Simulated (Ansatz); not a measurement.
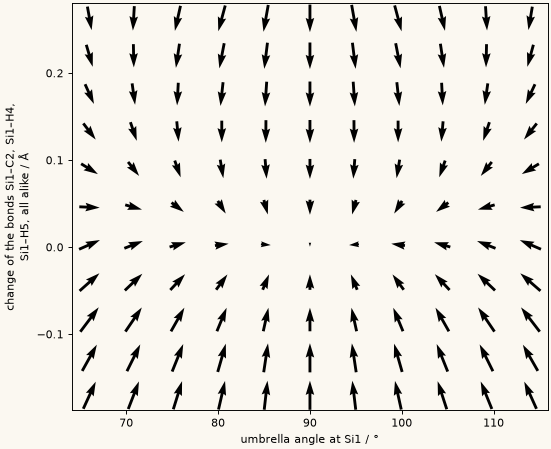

CH2BrSi, SMILES [SiH2]=[C]Br, spin multiplicity 2. 
- The first coordinate is: umbrella angle at Si1 (between each of its bonds and their common axis; 90 is planar); the second: change of the bonds Si1–C2, Si1–H4, Si1–H5, all alike.
- Nothing is relaxed (all other coordinates rigid).
- The scan uses an 11 × 11 grid; 66 points were computed and 55 follow by symmetry.
- Points are written as (first, second).
- In part of the range the unrestricted reference is strongly spin-contaminated.
- All numbers below come from UKS CAM-B3LYP-D4/def2-SVP in Ansatz 0.2.0.

In the figure: arrows along the force (downhill), their lengths compressed.

**The arrows alone are given. Where is the energy lowest?**

The arrows converge at about (90°, 0.000 Å) (read from the interpolated surface).

The energy map of the same scan:

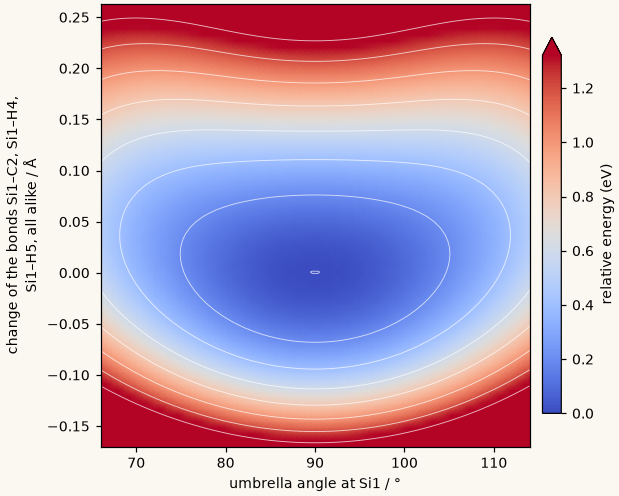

Energies are in eV, from the lowest grid point; between grid points the surface is interpolated.
